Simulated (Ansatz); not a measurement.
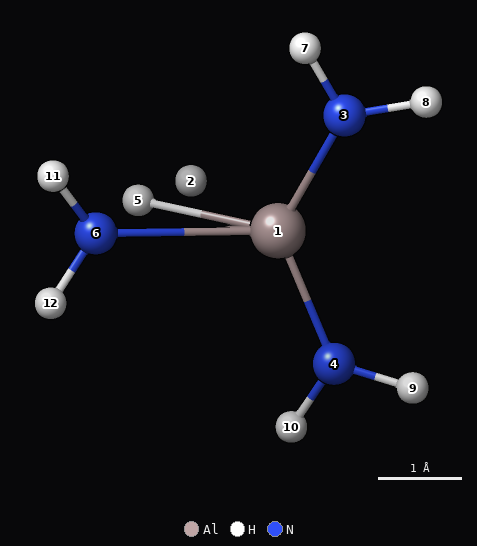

The starting structure (ball-and-stick view, seen at a tilt; atoms are numbered from 1 in the order of the input). Sticks mark near contacts. Bond lengths as drawn: Al–H 1.95 Å, Al–N 1.78 to 2.24 Å and H–N 1.01 Å.

**AlN$_{3}$H$_{8}$: molecular dynamics (part 1 of 2)**

System: AlN$_{3}$H$_{8}$.
Method: UKS r2SCAN/6-31G (Ansatz 0.2.0).

It belongs to a series of runs on one base structure; here: dynamics from the start. Figures and captions count atoms from 1; the log counts them from 0 in places.

The input:
```yaml
crystal:
  periodic: [false, false, false]
  atoms:
    - { symbol: Al, position_ang: [-0.1953, 0.2631, 0.2671] }
    - { symbol: H, position_ang: [1.043, -1.1019, 1.0497] }
    - { symbol: "N", position_ang: [0.5428, 1.8736, 0.4019] }
    - { symbol: "N", position_ang: [-1.886, -0.1873, 0.5793] }
    - { symbol: H, position_ang: [1.0475, -1.2234, 0.0718] }
    - { symbol: "N", position_ang: [0.7903, -1.062, -1.2404] }
    - { symbol: H, position_ang: [1.433, 2.1339, -0.0011] }
    - { symbol: H, position_ang: [0.2056, 2.6449, 0.959] }
    - { symbol: H, position_ang: [-2.6135, 0.3988, 0.9615] }
    - { symbol: H, position_ang: [-2.2537, -1.122, 0.4651] }
    - { symbol: H, position_ang: [1.5724, -0.7885, -1.8194] }
    - { symbol: H, position_ang: [0.3139, -1.8295, -1.6944] }
magnetization:
  spin_polarized: true
basis:
  gaussian: { orbitals: "6-31G" }
hamiltonian:
  xc: r2scan
md:
  timestep: 0.5
  n_steps: 128
  ensemble: nve
  temperature: 100.0
  initial_velocities: maxwell_boltzmann
  seed: 707073
```

Launched with:
```bash
ansatz run input.yaml --threads 1 --pin off --max-ram 2048MiB --backend cpu --events-out ev --progress --plain --runs-dir out
```

Output:
```
Engine: ansatz 0.2.0, aarch64-unknown-linux-gnu
Functional definition: r2SCAN
  parameter k0 = 0.174
  parameter k1 = 0.065
  parameter a1 = 4.9479
  exchange = r2scan_x(k0 = k0, k1 = k1, a1 = a1)
  correlation = r2scan_c
847 factors; integrals over basis functions are off by at most 4.0e-4 eV
mean field evaluation 1: about -11173.5571 eV, gradient 6.8e1 eV
mean field evaluation 2: about -11137.4115 eV, gradient 1.0e2 eV
mean field evaluation 4: about -11192.1790 eV, gradient 7.5e0 eV
mean field evaluation 8: about -11192.4250 eV, gradient 1.1e-1 eV
mean field -11192.42507450 eV, -411.3140349896 hartree, gradient 2.8e-5 eV, S^2 0.000000; 0 other end points of the search recorded, 0 dependent functions left out
the calculation of the forces begins
reference -11192.42508967 eV, -411.3140355471 hartree; 21, 21 occupied and 35, 35 virtual orbitals, 847 factors
md step     0: t =     0.00 fs  T =   100.0 K  F+E_penalty+E_count = -11192.42507450 eV  E_kin = 0.129260 eV  conserved = -11192.29581450 eV  (26 SCF iters)
these checks for a lower state are left out or cut short: starts, cluster_reference, orbital_swaps, neighbouring_geometries, increment
847 factors; integrals over basis functions are off by at most 4.0e-4 eV
mean field evaluation 16: about -11192.4463 eV, gradient 2.2e-3 eV
mean field -11192.43412225 eV, -411.3143674882 hartree, gradient 4.9e-5 eV, S^2 0.000000; 0 other end points of the search recorded, 0 dependent functions left out
the calculation of the forces begins
reference -11192.43413742 eV, -411.3143680457 hartree; 21, 21 occupied and 35, 35 virtual orbitals, 847 factors
md step     1: t =     0.50 fs  T =   107.2 K  F+E_penalty+E_count = -11192.43412225 eV  E_kin = 0.138527 eV  conserved = -11192.29559551 eV  (27 SCF iters)
[... from here on the SCF iterations and repeated set-up lines of each step are left out, up to the last step ...]
md step     2: t =     1.00 fs  T =   113.5 K  F+E_penalty+E_count = -11192.44181250 eV  E_kin = 0.146678 eV  conserved = -11192.29513474 eV  (26 SCF iters)
md step     3: t =     1.50 fs  T =   124.2 K  F+E_penalty+E_count = -11192.45522762 eV  E_kin = 0.160526 eV  conserved = -11192.29470113 eV  (27 SCF iters)
md step     4: t =     2.00 fs  T =   144.2 K  F+E_penalty+E_count = -11192.48098912 eV  E_kin = 0.186435 eV  conserved = -11192.29455423 eV  (27 SCF iters)
md step     5: t =     2.50 fs  T =   175.3 K  F+E_penalty+E_count = -11192.52133656 eV  E_kin = 0.226568 eV  conserved = -11192.29476872 eV  (26 SCF iters)
md step     6: t =     3.00 fs  T =   214.9 K  F+E_penalty+E_count = -11192.57295874 eV  E_kin = 0.277760 eV  conserved = -11192.29519887 eV  (26 SCF iters)
md step     7: t =     3.50 fs  T =   258.0 K  F+E_penalty+E_count = -11192.62912129 eV  E_kin = 0.333515 eV  conserved = -11192.29560633 eV  (25 SCF iters)
md step     8: t =     4.00 fs  T =   299.8 K  F+E_penalty+E_count = -11192.68328765 eV  E_kin = 0.387476 eV  conserved = -11192.29581213 eV  (26 SCF iters)
md step     9: t =     4.50 fs  T =   337.5 K  F+E_penalty+E_count = -11192.73198825 eV  E_kin = 0.436234 eV  conserved = -11192.29575452 eV  (26 SCF iters)
md step    10: t =     5.00 fs  T =   371.7 K  F+E_penalty+E_count = -11192.77595176 eV  E_kin = 0.480484 eV  conserved = -11192.29546811 eV  (26 SCF iters)
md step    11: t =     5.50 fs  T =   405.9 K  F+E_penalty+E_count = -11192.81967476 eV  E_kin = 0.524613 eV  conserved = -11192.29506215 eV  (26 SCF iters)
md step    12: t =     6.00 fs  T =   444.9 K  F+E_penalty+E_count = -11192.86973858 eV  E_kin = 0.575014 eV  conserved = -11192.29472422 eV  (26 SCF iters)
md step    13: t =     6.50 fs  T =   492.9 K  F+E_penalty+E_count = -11192.93189069 eV  E_kin = 0.637179 eV  conserved = -11192.29471186 eV  (26 SCF iters)
md step    14: t =     7.00 fs  T =   550.7 K  F+E_penalty+E_count = -11193.00715684 eV  E_kin = 0.711887 eV  conserved = -11192.29526948 eV  (26 SCF iters)
md step    15: t =     7.50 fs  T =   612.6 K  F+E_penalty+E_count = -11193.08834132 eV  E_kin = 0.791890 eV  conserved = -11192.29645129 eV  (26 SCF iters)
md step    16: t =     8.00 fs  T =   666.6 K  F+E_penalty+E_count = -11193.15956626 eV  E_kin = 0.861663 eV  conserved = -11192.29790326 eV  (26 SCF iters)
md step    17: t =     8.50 fs  T =   698.7 K  F+E_penalty+E_count = -11193.20188819 eV  E_kin = 0.903107 eV  conserved = -11192.29878151 eV  (26 SCF iters)
md step    18: t =     9.00 fs  T =   702.1 K  F+E_penalty+E_count = -11193.20564832 eV  E_kin = 0.907515 eV  conserved = -11192.29813380 eV  (26 SCF iters)
md step    19: t =     9.50 fs  T =   686.4 K  F+E_penalty+E_count = -11193.18317691 eV  E_kin = 0.887201 eV  conserved = -11192.29597623 eV  (27 SCF iters)
md step    20: t =    10.00 fs  T =   675.5 K  F+E_penalty+E_count = -11193.16709203 eV  E_kin = 0.873123 eV  conserved = -11192.29396925 eV  (26 SCF iters)
md step    21: t =    10.50 fs  T =   690.7 K  F+E_penalty+E_count = -11193.18674985 eV  E_kin = 0.892802 eV  conserved = -11192.29394747 eV  (26 SCF iters)
md step    22: t =    11.00 fs  T =   732.9 K  F+E_penalty+E_count = -11193.24313831 eV  E_kin = 0.947357 eV  conserved = -11192.29578123 eV  (26 SCF iters)
md step    23: t =    11.50 fs  T =   783.2 K  F+E_penalty+E_count = -11193.31018346 eV  E_kin = 1.012365 eV  conserved = -11192.29781894 eV  (26 SCF iters)
md step    24: t =    12.00 fs  T =   818.9 K  F+E_penalty+E_count = -11193.35736748 eV  E_kin = 1.058483 eV  conserved = -11192.29888438 eV  (25 SCF iters)
md step    25: t =    12.50 fs  T =   826.5 K  F+E_penalty+E_count = -11193.36727120 eV  E_kin = 1.068372 eV  conserved = -11192.29889943 eV  (25 SCF iters)
md step    26: t =    13.00 fs  T =   804.6 K  F+E_penalty+E_count = -11193.33823906 eV  E_kin = 1.040020 eV  conserved = -11192.29821885 eV  (25 SCF iters)
md step    27: t =    13.50 fs  T =   760.2 K  F+E_penalty+E_count = -11193.27976968 eV  E_kin = 0.982583 eV  conserved = -11192.29718684 eV  (26 SCF iters)
md step    28: t =    14.00 fs  T =   705.1 K  F+E_penalty+E_count = -11193.20746571 eV  E_kin = 0.911433 eV  conserved = -11192.29603250 eV  (26 SCF iters)
md step    29: t =    14.50 fs  T =   653.2 K  F+E_penalty+E_count = -11193.13928434 eV  E_kin = 0.844349 eV  conserved = -11192.29493545 eV  (25 SCF iters)
md step    30: t =    15.00 fs  T =   617.7 K  F+E_penalty+E_count = -11193.09248744 eV  E_kin = 0.798414 eV  conserved = -11192.29407354 eV  (25 SCF iters)
md step    31: t =    15.50 fs  T =   608.8 K  F+E_penalty+E_count = -11193.08061728 eV  E_kin = 0.786972 eV  conserved = -11192.29364553 eV  (25 SCF iters)
md step    32: t =    16.00 fs  T =   631.6 K  F+E_penalty+E_count = -11193.11024868 eV  E_kin = 0.816400 eV  conserved = -11192.29384854 eV  (25 SCF iters)
md step    33: t =    16.50 fs  T =   683.2 K  F+E_penalty+E_count = -11193.17795973 eV  E_kin = 0.883158 eV  conserved = -11192.29480210 eV  (25 SCF iters)
md step    34: t =    17.00 fs  T =   752.2 K  F+E_penalty+E_count = -11193.26871168 eV  E_kin = 0.972259 eV  conserved = -11192.29645276 eV  (25 SCF iters)
md step    35: t =    17.50 fs  T =   819.0 K  F+E_penalty+E_count = -11193.35712712 eV  E_kin = 1.058655 eV  conserved = -11192.29847217 eV  (26 SCF iters)
md step    36: t =    18.00 fs  T =   861.1 K  F+E_penalty+E_count = -11193.41321795 eV  E_kin = 1.113074 eV  conserved = -11192.30014346 eV  (26 SCF iters)
md step    37: t =    18.50 fs  T =   861.5 K  F+E_penalty+E_count = -11193.41392517 eV  E_kin = 1.113525 eV  conserved = -11192.30039992 eV  (26 SCF iters)
md step    38: t =    19.00 fs  T =   820.5 K  F+E_penalty+E_count = -11193.35898364 eV  E_kin = 1.060534 eV  conserved = -11192.29844937 eV  (26 SCF iters)
md step    39: t =    19.50 fs  T =   762.7 K  F+E_penalty+E_count = -11193.28088656 eV  E_kin = 0.985813 eV  conserved = -11192.29507380 eV  (26 SCF iters)
md step    40: t =    20.00 fs  T =   726.0 K  F+E_penalty+E_count = -11193.23130240 eV  E_kin = 0.938456 eV  conserved = -11192.29284661 eV  (26 SCF iters)
md step    41: t =    20.50 fs  T =   735.0 K  F+E_penalty+E_count = -11193.24367034 eV  E_kin = 0.950090 eV  conserved = -11192.29358080 eV  (28 SCF iters)
md step    42: t =    21.00 fs  T =   782.6 K  F+E_penalty+E_count = -11193.30768550 eV  E_kin = 1.011537 eV  conserved = -11192.29614820 eV  (25 SCF iters)
md step    43: t =    21.50 fs  T =   840.2 K  F+E_penalty+E_count = -11193.38435335 eV  E_kin = 1.086079 eV  conserved = -11192.29827415 eV  (25 SCF iters)
md step    44: t =    22.00 fs  T =   881.7 K  F+E_penalty+E_count = -11193.43867624 eV  E_kin = 1.139668 eV  conserved = -11192.29900783 eV  (25 SCF iters)
md step    45: t =    22.50 fs  T =   895.1 K  F+E_penalty+E_count = -11193.45571680 eV  E_kin = 1.157068 eV  conserved = -11192.29864884 eV  (26 SCF iters)
md step    46: t =    23.00 fs  T =   882.2 K  F+E_penalty+E_count = -11193.43809446 eV  E_kin = 1.140376 eV  conserved = -11192.29771847 eV  (26 SCF iters)
md step    47: t =    23.50 fs  T =   852.6 K  F+E_penalty+E_count = -11193.39856455 eV  E_kin = 1.102007 eV  conserved = -11192.29655750 eV  (26 SCF iters)
md step    48: t =    24.00 fs  T =   819.3 K  F+E_penalty+E_count = -11193.35442188 eV  E_kin = 1.059030 eV  conserved = -11192.29539168 eV  (26 SCF iters)
md step    49: t =    24.50 fs  T =   796.2 K  F+E_penalty+E_count = -11193.32353618 eV  E_kin = 1.029106 eV  conserved = -11192.29442977 eV  (26 SCF iters)
md step    50: t =    25.00 fs  T =   794.4 K  F+E_penalty+E_count = -11193.32075941 eV  E_kin = 1.026873 eV  conserved = -11192.29388604 eV  (26 SCF iters)
md step    51: t =    25.50 fs  T =   820.4 K  F+E_penalty+E_count = -11193.35441427 eV  E_kin = 1.060470 eV  conserved = -11192.29394435 eV  (26 SCF iters)
md step    52: t =    26.00 fs  T =   873.2 K  F+E_penalty+E_count = -11193.42343038 eV  E_kin = 1.128731 eV  conserved = -11192.29469922 eV  (26 SCF iters)
md step    53: t =    26.50 fs  T =   943.8 K  F+E_penalty+E_count = -11193.51604780 eV  E_kin = 1.219947 eV  conserved = -11192.29610044 eV  (26 SCF iters)
md step    54: t =    27.00 fs  T =  1015.9 K  F+E_penalty+E_count = -11193.61100745 eV  E_kin = 1.313132 eV  conserved = -11192.29787534 eV  (26 SCF iters)
md step    55: t =    27.50 fs  T =  1069.9 K  F+E_penalty+E_count = -11193.68239014 eV  E_kin = 1.382971 eV  conserved = -11192.29941895 eV  (26 SCF iters)
md step    56: t =    28.00 fs  T =  1090.6 K  F+E_penalty+E_count = -11193.70945692 eV  E_kin = 1.409653 eV  conserved = -11192.29980414 eV  (26 SCF iters)
md step    57: t =    28.50 fs  T =  1076.9 K  F+E_penalty+E_count = -11193.69037023 eV  E_kin = 1.392011 eV  conserved = -11192.29835951 eV  (26 SCF iters)
md step    58: t =    29.00 fs  T =  1048.1 K  F+E_penalty+E_count = -11193.65056233 eV  E_kin = 1.354789 eV  conserved = -11192.29577347 eV  (26 SCF iters)
md step    59: t =    29.50 fs  T =  1034.0 K  F+E_penalty+E_count = -11193.63076250 eV  E_kin = 1.336593 eV  conserved = -11192.29416974 eV  (26 SCF iters)
md step    60: t =    30.00 fs  T =  1053.1 K  F+E_penalty+E_count = -11193.65613325 eV  E_kin = 1.361275 eV  conserved = -11192.29485792 eV  (26 SCF iters)
md step    61: t =    30.50 fs  T =  1099.2 K  F+E_penalty+E_count = -11193.71766160 eV  E_kin = 1.420889 eV  conserved = -11192.29677234 eV  (26 SCF iters)
md step    62: t =    31.00 fs  T =  1151.2 K  F+E_penalty+E_count = -11193.78627724 eV  E_kin = 1.488038 eV  conserved = -11192.29823907 eV  (25 SCF iters)
md step    63: t =    31.50 fs  T =  1190.0 K  F+E_penalty+E_count = -11193.83703671 eV  E_kin = 1.538246 eV  conserved = -11192.29879080 eV  (28 SCF iters)
md step    64: t =    32.00 fs  T =  1206.4 K  F+E_penalty+E_count = -11193.85809669 eV  E_kin = 1.559417 eV  conserved = -11192.29867989 eV  (26 SCF iters)
md step    65: t =    32.50 fs  T =  1199.4 K  F+E_penalty+E_count = -11193.84848915 eV  E_kin = 1.550404 eV  conserved = -11192.29808518 eV  (25 SCF iters)
md step    66: t =    33.00 fs  T =  1174.7 K  F+E_penalty+E_count = -11193.81552806 eV  E_kin = 1.518416 eV  conserved = -11192.29711208 eV  (26 SCF iters)
md step    67: t =    33.50 fs  T =  1142.6 K  F+E_penalty+E_count = -11193.77287438 eV  E_kin = 1.476894 eV  conserved = -11192.29598000 eV  (26 SCF iters)
md step    68: t =    34.00 fs  T =  1115.6 K  F+E_penalty+E_count = -11193.73703016 eV  E_kin = 1.442038 eV  conserved = -11192.29499237 eV  (26 SCF iters)
md step    69: t =    34.50 fs  T =  1104.9 K  F+E_penalty+E_count = -11193.72257401 eV  E_kin = 1.428147 eV  conserved = -11192.29442664 eV  (26 SCF iters)
md step    70: t =    35.00 fs  T =  1116.6 K  F+E_penalty+E_count = -11193.73776935 eV  E_kin = 1.443309 eV  conserved = -11192.29446028 eV  (26 SCF iters)
md step    71: t =    35.50 fs  T =  1150.1 K  F+E_penalty+E_count = -11193.78175748 eV  E_kin = 1.486617 eV  conserved = -11192.29514010 eV  (26 SCF iters)
md step    72: t =    36.00 fs  T =  1197.2 K  F+E_penalty+E_count = -11193.84390991 eV  E_kin = 1.547546 eV  conserved = -11192.29636428 eV  (26 SCF iters)
md step    73: t =    36.50 fs  T =  1243.9 K  F+E_penalty+E_count = -11193.90567636 eV  E_kin = 1.607837 eV  conserved = -11192.29783933 eV  (26 SCF iters)
md step    74: t =    37.00 fs  T =  1273.8 K  F+E_penalty+E_count = -11193.94555631 eV  E_kin = 1.646541 eV  conserved = -11192.29901560 eV  (26 SCF iters)
md step    75: t =    37.50 fs  T =  1275.4 K  F+E_penalty+E_count = -11193.94778188 eV  E_kin = 1.648593 eV  conserved = -11192.29918899 eV  (26 SCF iters)
md step    76: t =    38.00 fs  T =  1249.0 K  F+E_penalty+E_count = -11193.91253055 eV  E_kin = 1.614499 eV  conserved = -11192.29803166 eV  (26 SCF iters)
md step    77: t =    38.50 fs  T =  1209.4 K  F+E_penalty+E_count = -11193.85957917 eV  E_kin = 1.563294 eV  conserved = -11192.29628566 eV  (26 SCF iters)
md step    78: t =    39.00 fs  T =  1176.8 K  F+E_penalty+E_count = -11193.81648615 eV  E_kin = 1.521083 eV  conserved = -11192.29540291 eV  (26 SCF iters)
md step    79: t =    39.50 fs  T =  1161.8 K  F+E_penalty+E_count = -11193.79768440 eV  E_kin = 1.501774 eV  conserved = -11192.29591053 eV  (26 SCF iters)
md step    80: t =    40.00 fs  T =  1160.4 K  F+E_penalty+E_count = -11193.79677009 eV  E_kin = 1.499903 eV  conserved = -11192.29686751 eV  (26 SCF iters)
md step    81: t =    40.50 fs  T =  1161.8 K  F+E_penalty+E_count = -11193.79905947 eV  E_kin = 1.501700 eV  conserved = -11192.29735965 eV  (26 SCF iters)
md step    82: t =    41.00 fs  T =  1158.6 K  F+E_penalty+E_count = -11193.79497185 eV  E_kin = 1.497561 eV  conserved = -11192.29741130 eV  (26 SCF iters)
md step    83: t =    41.50 fs  T =  1147.9 K  F+E_penalty+E_count = -11193.78112734 eV  E_kin = 1.483790 eV  conserved = -11192.29733730 eV  (26 SCF iters)
md step    84: t =    42.00 fs  T =  1129.0 K  F+E_penalty+E_count = -11193.75657167 eV  E_kin = 1.459395 eV  conserved = -11192.29717684 eV  (26 SCF iters)
md step    85: t =    42.50 fs  T =  1102.6 K  F+E_penalty+E_count = -11193.72209815 eV  E_kin = 1.425262 eV  conserved = -11192.29683602 eV  (28 SCF iters)
md step    86: t =    43.00 fs  T =  1071.6 K  F+E_penalty+E_count = -11193.68149604 eV  E_kin = 1.385186 eV  conserved = -11192.29630966 eV  (26 SCF iters)
md step    87: t =    43.50 fs  T =  1041.3 K  F+E_penalty+E_count = -11193.64163829 eV  E_kin = 1.345924 eV  conserved = -11192.29571429 eV  (26 SCF iters)
md step    88: t =    44.00 fs  T =  1017.7 K  F+E_penalty+E_count = -11193.61074546 eV  E_kin = 1.315514 eV  conserved = -11192.29523163 eV  (26 SCF iters)
md step    89: t =    44.50 fs  T =  1006.2 K  F+E_penalty+E_count = -11193.59561003 eV  E_kin = 1.300574 eV  conserved = -11192.29503642 eV  (26 SCF iters)
md step    90: t =    45.00 fs  T =  1008.6 K  F+E_penalty+E_count = -11193.59890879 eV  E_kin = 1.303674 eV  conserved = -11192.29523431 eV  (27 SCF iters)
md step    91: t =    45.50 fs  T =  1022.6 K  F+E_penalty+E_count = -11193.61759539 eV  E_kin = 1.321773 eV  conserved = -11192.29582274 eV  (26 SCF iters)
md step    92: t =    46.00 fs  T =  1041.6 K  F+E_penalty+E_count = -11193.64304247 eV  E_kin = 1.346388 eV  conserved = -11192.29665472 eV  (26 SCF iters)
md step    93: t =    46.50 fs  T =  1056.8 K  F+E_penalty+E_count = -11193.66346774 eV  E_kin = 1.366048 eV  conserved = -11192.29741982 eV  (26 SCF iters)
md step    94: t =    47.00 fs  T =  1060.7 K  F+E_penalty+E_count = -11193.66875846 eV  E_kin = 1.371027 eV  conserved = -11192.29773142 eV  (26 SCF iters)
md step    95: t =    47.50 fs  T =  1051.1 K  F+E_penalty+E_count = -11193.65604828 eV  E_kin = 1.358618 eV  conserved = -11192.29743058 eV  (26 SCF iters)
md step    96: t =    48.00 fs  T =  1032.5 K  F+E_penalty+E_count = -11193.63154066 eV  E_kin = 1.334654 eV  conserved = -11192.29688707 eV  (26 SCF iters)
md step    97: t =    48.50 fs  T =  1012.0 K  F+E_penalty+E_count = -11193.60482953 eV  E_kin = 1.308120 eV  conserved = -11192.29670989 eV  (26 SCF iters)
md step    98: t =    49.00 fs  T =   992.8 K  F+E_penalty+E_count = -11193.58023722 eV  E_kin = 1.283264 eV  conserved = -11192.29697339 eV  (26 SCF iters)
md step    99: t =    49.50 fs  T =   973.5 K  F+E_penalty+E_count = -11193.55555881 eV  E_kin = 1.258408 eV  conserved = -11192.29715093 eV  (26 SCF iters)
md step   100: t =    50.00 fs  T =   953.0 K  F+E_penalty+E_count = -11193.52884064 eV  E_kin = 1.231836 eV  conserved = -11192.29700428 eV  (26 SCF iters)
md step   101: t =    50.50 fs  T =   932.1 K  F+E_penalty+E_count = -11193.50171143 eV  E_kin = 1.204843 eV  conserved = -11192.29686826 eV  (26 SCF iters)
md step   102: t =    51.00 fs  T =   911.5 K  F+E_penalty+E_count = -11193.47525215 eV  E_kin = 1.178266 eV  conserved = -11192.29698662 eV  (26 SCF iters)
md step   103: t =    51.50 fs  T =   889.4 K  F+E_penalty+E_count = -11193.44677135 eV  E_kin = 1.149581 eV  conserved = -11192.29718996 eV  (26 SCF iters)
md step   104: t =    52.00 fs  T =   862.5 K  F+E_penalty+E_count = -11193.41209735 eV  E_kin = 1.114883 eV  conserved = -11192.29721433 eV  (26 SCF iters)
md step   105: t =    52.50 fs  T =   829.8 K  F+E_penalty+E_count = -11193.36954351 eV  E_kin = 1.072600 eV  conserved = -11192.29694363 eV  (26 SCF iters)
```
